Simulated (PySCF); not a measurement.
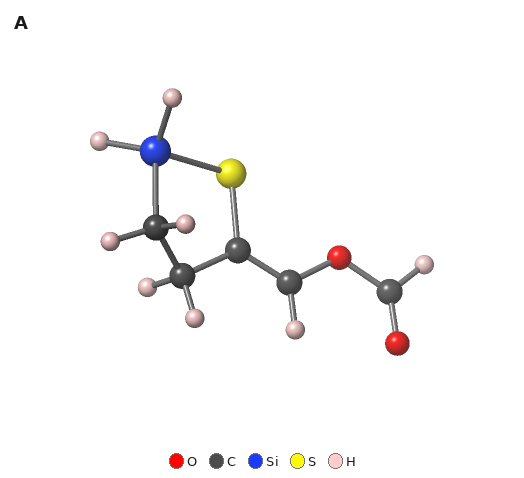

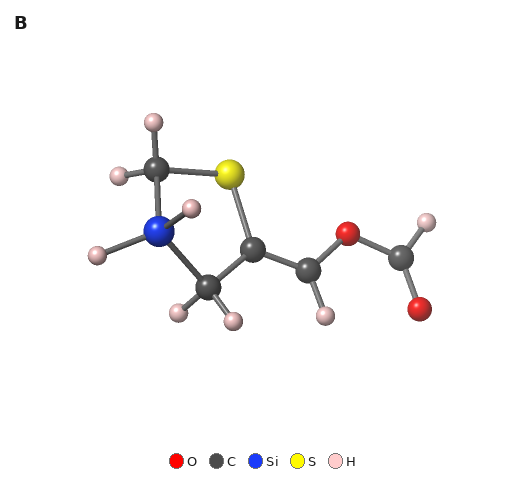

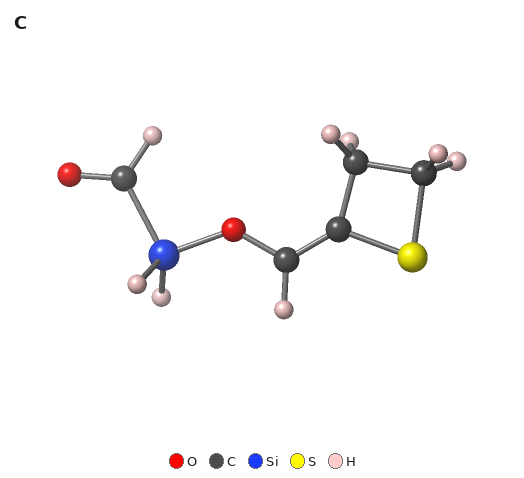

3 stationary structures of one formula. Geometries: GFN2-xTB. Electronic energies: PBE0/pcSseg-1 (PySCF 2.14.0), without zero-point energy. No frequency run is at hand to confirm each as a minimum. Each is one conformer, not always the lowest.

> How are they related?

They are constitutional isomers of C5H8O2SSi: A `O=CO/C=C1/CC[SiH2]S1`, B `O=CO/C=C1/C[SiH2]CS1`, C `O=C[SiH2]O/C=C1\CCS1`.

> Which is lowest in energy, and by how much?

A is lowest; B lies 16.5 kcal/mol above it, C lies 39.6 kcal/mol above it.

The geometry is semi-empirical. Around Si such bond lengths and angles can be off by a tenth of an ångström or more and by several degrees, and values that hang on the shape move with them.
